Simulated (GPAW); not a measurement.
Consider diamond-type (Si)1-x(Ge)x, x = 0.875.

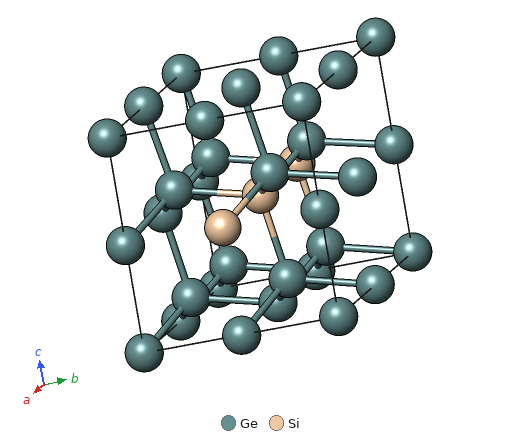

The structure (germanium teal, silicon light orange). Bonds to atoms that aren't drawn are left out. Some periodic images of atoms are drawn too.

```xyz
16
Lattice="0.0000 5.6296 5.6296 5.6296 0.0000 5.6296 5.6296 5.6296 0.0000" Properties=species:S:1:pos:R:3 pbc="T T T"
Ge    0.0081    0.0110    0.0070
Ge    1.4160    1.4167    1.4197
Ge    8.4378    2.8187    5.6217
Ge    4.2327    4.2122    1.4125
Ge    8.4394    5.6223    2.8218
Ge    4.2350    1.4185    4.2078
Si    5.6126    8.4266    8.4214
Ge    6.9855    4.2033    4.2031
Ge   11.2447    8.4505    8.4367
Ge    1.3948    4.2306    4.2123
Ge    2.8246    5.6313    2.8217
Ge    4.2450    7.0211    4.2471
Ge    2.8006    2.8182    5.6142
Ge    4.2223    4.2401    7.0086
Si    5.6343    5.6174    5.6265
Ge    7.0125    7.0263    7.0318
```

Absorber: atom 7, with 2 Ge at 2.41 Å and 2 Ge at 2.42 Å (tetrahedral). Method: GPAW, LDA, excited-electron core hole (neutral cell), 16-atom cell with 8.0 Å between holes, 4×4×4 k points, dipole transitions, Gaussian full width 0.9 eV up to 4 eV, rising linearly to 3.5 eV at 25 eV.

Q: What does the Si K edge look like?

Main maxima up to 24 eV above the zero (height): 0.7 eV (1.57), 3.2 eV (2.20), 6.3 eV (1.31), 8.8 eV (1.14) and 20.1 eV (0.78). A K edge sees empty p states on the absorber. The total-energy difference is 1843.71 eV. One term is added: -14.86 eV, since the hole is spin-paired here and a spin-polarised one costs that much less in the free atom (computed apart). The photon energy is then 1828.85 eV. The tabulated edge of the element is 1839 eV. The functional leaves an error in such absolute values: in the free atom LDA prices this hole 7.8 eV below PBE (computed apart), and PBE is itself good to a few eV.

The Si K spectrum (energy from the lowest empty level; intensity scaled to a mean of 1 over the first 20 eV):

```
E (eV)  isotropic  ε ∥ x  ε ∥ y
  -2.0       0.00   0.00   0.00
  -0.5       0.07   0.08   0.07
   1.0       1.53   1.55   1.51
   2.5       1.30   1.24   1.32
   4.0       1.55   1.57   1.54
   5.5       0.98   0.97   0.99
   7.0       0.93   0.96   0.91
   8.5       1.12   1.12   1.12
  10.0       1.04   1.04   1.04
  11.5       0.98   0.96   0.99
  13.0       0.75   0.73   0.75
  14.5       0.51   0.50   0.51
  16.0       0.62   0.59   0.64
  17.5       0.78   0.79   0.77
  19.0       0.76   0.78   0.75
  20.5       0.77   0.79   0.77
  22.0       0.71   0.72   0.70
  23.5       0.75   0.76   0.75
  25.0       0.85   0.84   0.85
  26.5       0.83   0.82   0.83
```

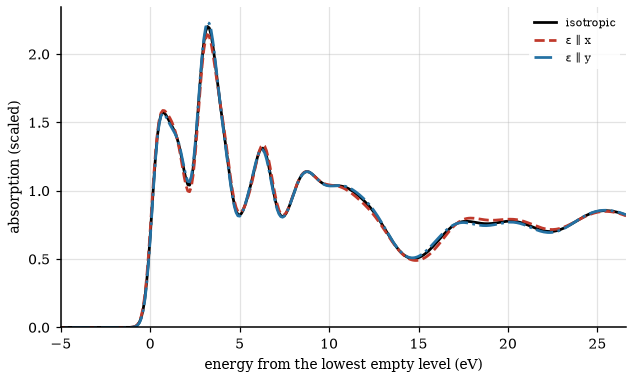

The Si K edge.

The cell shows no gap over 0.35 eV; the host's own band filling, the defect's levels or the functional may be the cause. The mesh is coarse (0.24 Å⁻¹ between points), so small maxima may be mesh ripples.

[Banner, clock and machine lines of the logs are left out without a mark of their own.]

[Logs are printed without paths, hosts, clocks, repeated set-up lines and the standing remarks that a program may print on its own settings, such as how far it seeks lower states.]

[Hosts, paths, dates, database ids (printed as entryN), source tags and the programs' standing remarks are cut or masked in the printed files.]

[Lists of maxima count a maximum above −3 eV only where it reaches 4 % of the highest in the window and stands out from its surroundings by 2 % of it (1.5 % where it reaches 55 %); shoulders and weaker maxima are passed over, and of the rest the first, up to two pre-edge ones and the few strongest are named.]
